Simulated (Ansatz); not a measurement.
```xyz
6

O    -0.4923    0.1805    1.2520
Ti   -0.0168   -0.0223   -0.4280
F    -1.2499    0.6703   -1.4504
F     0.1709   -1.7222   -0.7767
Cl    1.9067    0.9690   -0.7722
H    -0.2764   -0.1392    2.1293
```

Geometry: PBE0-D4/def2-TZVP.

The calculation used RKS PBE0-D4/def2-TZVPP (Ansatz 0.2.0).

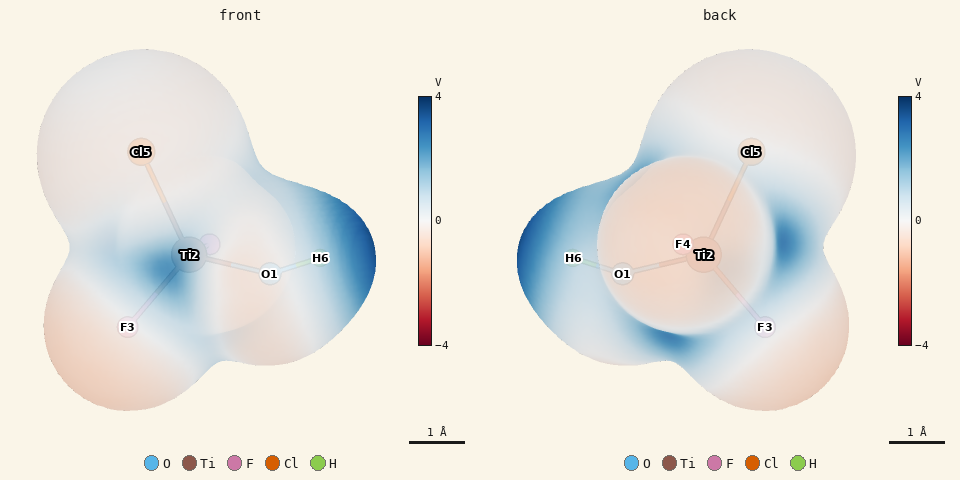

ClF2HOTi (SMILES [OH][Ti]([F])([F])[Cl]). The molecular electrostatic potential painted on the density surface at 0.002 e/bohr³, seen from the front and from behind; the colour scale runs from red (negative) to blue (positive).

Where is the surface potential most negative and most positive?

The most negative region (about −0.8 V) lies over F3, the most positive (about +3.4 V) over H6.
